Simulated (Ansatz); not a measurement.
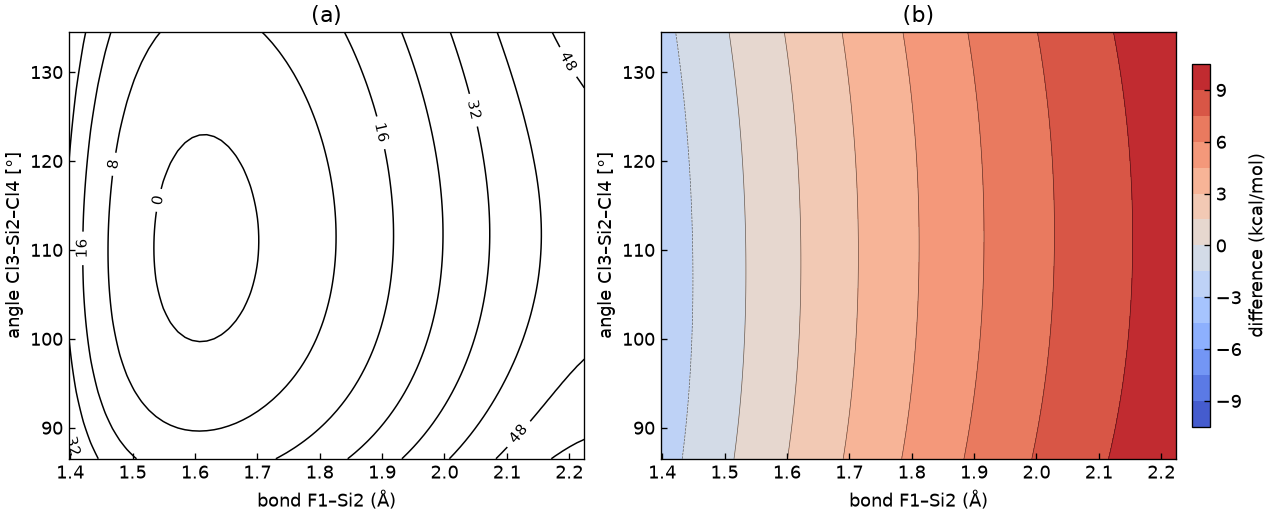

Cl₂FSi, SMILES F[Si](Cl)Cl, spin multiplicity 2. Two internal coordinates are moved rigidly from the geometry relaxed at PBE0-D4/def2-TZVP, all others fixed. Coordinates scanned: (1) bond F1–Si2; (2) angle Cl3–Si2–Cl4. The grid has 5 × 5 points. Points are written as (first, second). All energies are given in kcal/mol relative to each map's own lowest point. Level of theory: UKS PBE-D4/def2-TZVPP (Ansatz).

Panel (a): Ansatz 0.2.0, UKS PBE-D4/def2-TZVPP. Panel (b): the map at UKS PBE0-D4/def2-TZVPP (Ansatz 0.2.0) less the map of (a), each from its own lowest point.

Q: How does the change of method alter the landscape?

A: The difference runs from −2.4 kcal/mol at (1.398 Å, 110.5°) to 10.1 kcal/mol at (2.224 Å, 134.5°). The interpolated minimum moves from 1.6122 to 1.5915 Å in bond F1–Si2 and 110.51 to 110.32° in angle Cl3–Si2–Cl4.
